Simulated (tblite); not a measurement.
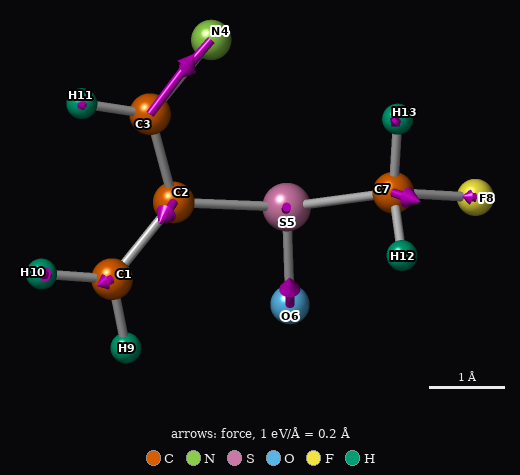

Starting geometry of C₄H₅FNOS (multiplicity 2) with the computed forces as purple arrows. A ball-and-stick model, seen at a tilt.

These are results of GFN2-xTB geometry optimisation, gas phase (tblite 0.8.0), not measurements. 

Question: Is this structure relaxed? If not, where do the atoms go?

Answer: It isn't relaxed: the largest force vector, on C3, is 5.20 eV/Å. The final displacements have little in common with the starting forces (cosine between the two patterns 0.22). The atom that moves furthest after the best rigid fit is H13 (0.60 Å). By element the largest moves are H 0.60 Å, N 0.50 Å, F 0.43 Å, S 0.36 Å, C 0.29 Å, O 0.20 Å. Near-neighbour distances that change, for instance: C2–S5 1.755 → 1.848 Å, S5–C7 1.788 → 1.876 Å, C3–N4 1.298 → 1.226 Å, S5–O6 1.525 → 1.457 Å. Among the angles between lasting bonds that change: C2–S5–C7 114.1° → 92.6°, C2–C3–H11 124.2° → 111.8°, C2–C3–N4 118.9° → 128.2°. Groups turn about C2–C3 by about 30°, S5–C7 by about 20°. The energy falls by 1.080 eV in 93 geometry steps.
